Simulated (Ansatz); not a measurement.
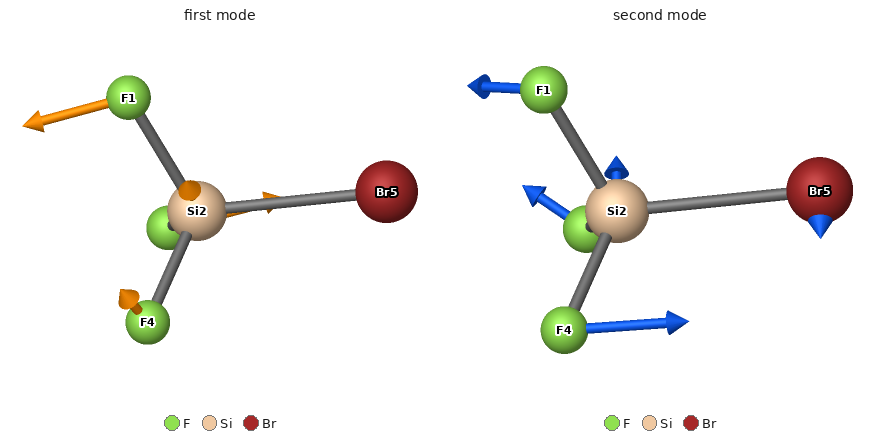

The system is BrF3Si, SMILES F[Si](F)(F)Br; the picture shows the reference structure; its two panels give the patterns of the first and the second mode as arrows. The first coordinate is: normal mode 1 (206 cm⁻¹); the second: normal mode 2 (206 cm⁻¹). Nothing is relaxed (straight displacements along the two mass-weighted modes). Grid: 15 × 15 points. Points are written as (first, second). Energies: kJ/mol, counted from the lowest grid point. The calculation used RHF/def2-SVP in Ansatz.

Its coordinates:

```xyz
5

F    -0.0285    0.0350    1.6040
Si    0.0647   -0.0833    0.0350
F    -0.4171   -1.5261   -0.3780
F     1.5781    0.0661   -0.3795
Br   -1.1472    1.4347   -0.9230
```

Range: normal mode 1 (206 cm⁻¹) from −3.02 to 3.02 amu½·Å; normal mode 2 (206 cm⁻¹) from −2.81 to 2.81 amu½·Å.

Question: Predict the map.

Answer: The lowest grid point is at (0.00 amu½·Å, 0.00 amu½·Å). No other kind of well shows on this grid. The highest grid point, (−3.02 amu½·Å, −2.81 amu½·Å), lies 195 kJ/mol above the lowest.

```
normal mode 2 (206 cm⁻¹) ↓, normal mode 1 (206 cm⁻¹) →  −3.02  −2.59  −2.16  −1.73  −1.29  −0.86  −0.43  0.00  0.43  0.86  1.29  1.73  2.16  2.59  3.02
                                                  2.81    156    135    118    104     94     86     81    78    78    81    86    95   107   124   145
                                                  2.41    130    109     92     79     69     62     57    55    55    58    64    73    85   102   123
                                                  2.01    109     89     72     59     50     43     38    36    37    40    46    55    68    85   107
                                                  1.61     94     73     57     44     35     28     24    22    23    26    33    42    55    73    95
                                                  1.20     84     63     46     33     24     17     13    12    13    17    23    33    46    64    87
                                                  0.80     78     57     40     27     17     10      7     5     6    10    17    27    41    60    84
                                                  0.40     76     54     37     23     13      7      3     1     3     7    14    25    39    59    83
                                                  0.00     79     56     37     23     13      6      1     0     1     6    13    25    40    60    86
                                                 −0.40     85     61     41     26     15      7      3     1     3     7    15    27    44    65    91
                                                 −0.80     94     69     48     32     20     11      6     5     6    11    20    32    50    72   100
                                                 −1.20    107     80     58     41     27     18     13    11    12    17    26    40    58    82   111
                                                 −1.61    124     95     71     52     38     28     21    19    20    26    36    50    69    94   125
                                                 −2.01    144    113     87     67     51     40     33    30    31    37    48    63    83   110   142
                                                 −2.41    168    135    107     85     68     55     47    44    45    51    62    79   100   128   162
                                                 −2.81    195    160    130    106     88     74     65    61    62    69    80    97   120   149   185
```

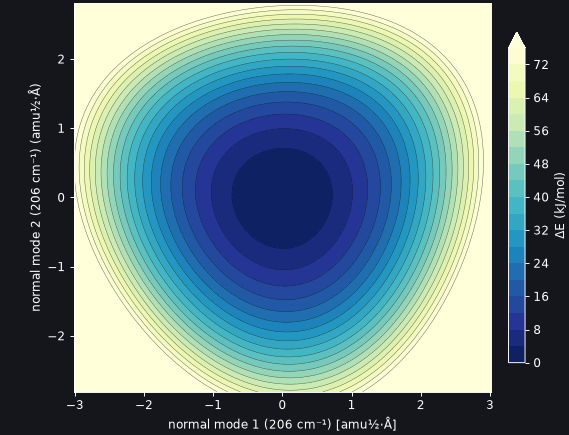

Drawn: filled contours, one colour for all values above the top of the scale. Between grid points the surface is interpolated.

Each point was launched as `ansatz run input.yaml --threads 1 --pin off --max-ram 2560MiB --backend cpu --events-out ev --progress --plain --runs-dir out`. The whole map (225 points run) took 7.4 min on 1 thread of Arm Neoverse V2 (shared host).
